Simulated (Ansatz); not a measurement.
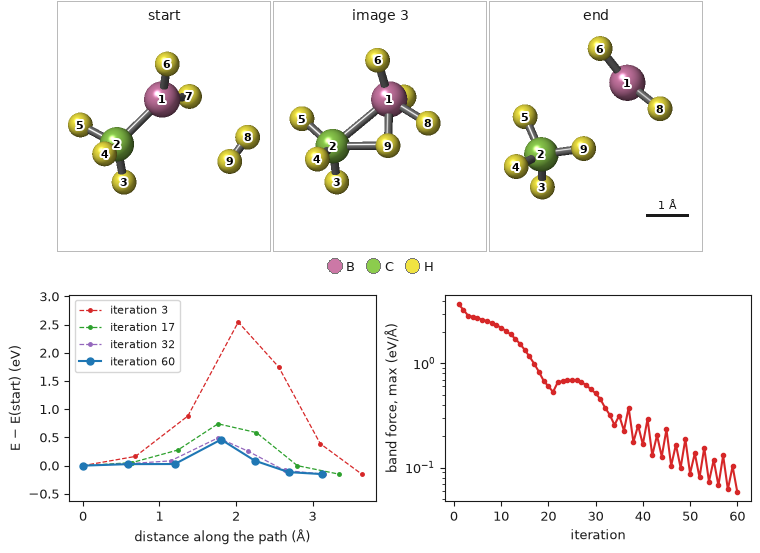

A search for the minimum-energy path of CH7B, made up at the start of CH5B and H₂ by the nudged elastic band. Images are numbered from 0 (start) to 6 (end). The plot follows the band through its iterations. A ball-and-stick model, seen at a tilt.

Theory: RKS r2SCAN-D4/def2-TZVP (Ansatz). Settings: 5 movable images; climbing image; force threshold 0.05 eV/Å; iteration limit 60; optimiser L-BFGS; largest step 0.02 Å; starting path through a guess of the saddle point.

> How did the profile develop, and is the result final?

The result isn't final. The band hadn't converged when the run stopped after 60 iterations. The largest component of the band force went from 3.7 to 0.058 eV/Å. The barrier read from it is provisional, though the highest image hardly moved in the last two iterations. The step length is far from the usual. The first iteration put the highest image at 2.84 eV. The energy climbs by 0.46 eV to image 3 and then falls by 0.61 eV, so the end point sits at −0.15 eV.

Limits of the set-up: the start holds two separate molecules, 2.5 Å apart at their closest, whose relative position is a soft coordinate.

The run took 5.5 min on 4 threads of AMD EPYC 7R43 64-Core Processor (Zen 3), with other jobs on the host, peak memory 0.16 GiB.
